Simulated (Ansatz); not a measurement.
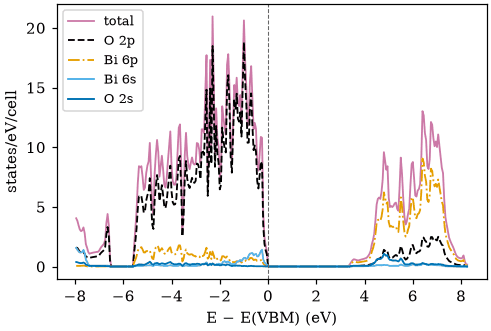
Figure. Total and projected density of states of SiBi2O5 in space group Cmcm (No. 63; Pearson symbol oS32), the program Ansatz at the r²SCAN level (PAW)

Question: Which orbitals carry the states next to the gap?

Answer: Top 1 eV of the valence band: O 2p 85 %, Bi 6s 8 %. Bottom 1 eV of the conduction band: Bi 6p 67 %, O 2p 13 %, O 2s 10 %. Projections are on Löwdin-orthogonalised atomic valence shells; empty p or d shells of many metals are not among them.

Question: Where is the tallest occupied peak in this window, and what makes it?

Answer: Near -2.3 eV, about 21 states/eV per cell; the largest projected share is O 2p.

The start of the workflow was typed in or built on a structure type; neither database checked (COD, Materials Project) lists it. Its standing as an ambient phase is unchecked. Symmetry was held in the r²SCAN relaxation; whether a distortion lowers the energy is not shown. Scalar-relativistic: spin–orbit coupling is off unless named, which matters more the heavier the elements.

Potentials: the earlier of the program's two PAW sets.
